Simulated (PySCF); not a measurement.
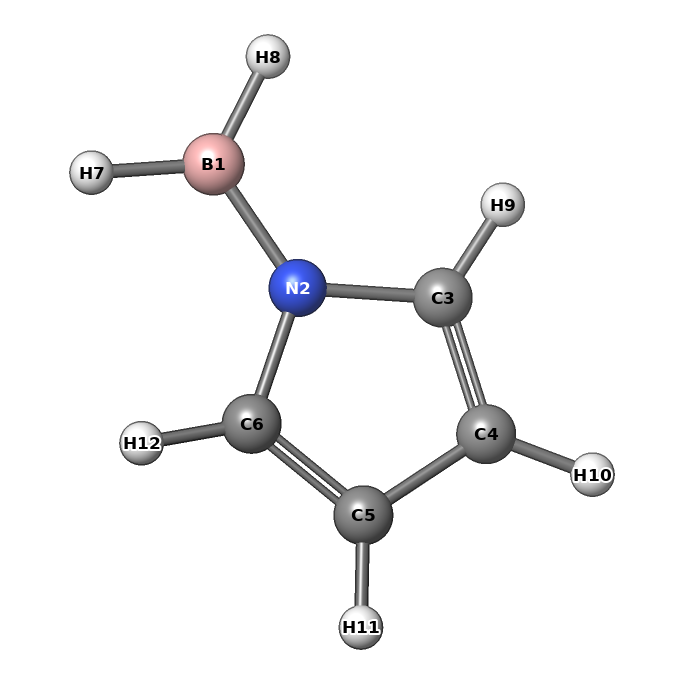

The computed structure is the end point of a GFN2-xTB optimisation. No frequency run is at hand to confirm it as a minimum. Method: B3LYP/pcJ-1 indirect spin-spin coupling, non-relativistic, gas phase (PySCF 2.14.0). Isotopes: 11B, 13C, 1H, 15N.

Give the spin–spin coupling constants of these pairs, with the number of bonds between them: B1/H8, B1/C3, N2/C5, N2/H9, N2/H7, N2/H12, B1/H9, B1/C4, B1/C5, B1/H12, N2/H10.

| pair | bonds apart | J (Hz) |
| --- | --- | --- |
| B1, H8 | 1 | 140.3 |
| B1, C3 | 2 | 3.0 |
| N2, C5 | 2 | −3.1 |
| N2, H9 | 2 | −6.2 |
| N2, H7 | 2 | −2.4 |
| N2, H12 | 2 | −6.2 |
| B1, H9 | 3 | 2.4 |
| B1, C4 | 3 | 3.6 |
| B1, C5 | 3 | 3.6 |
| B1, H12 | 3 | 2.4 |
| N2, H10 | 3 | −4.9 |

The geometry is semi-empirical. Around B such bond lengths and angles can be off by a tenth of an ångström or more and by several degrees, and values that hang on the shape move with them.
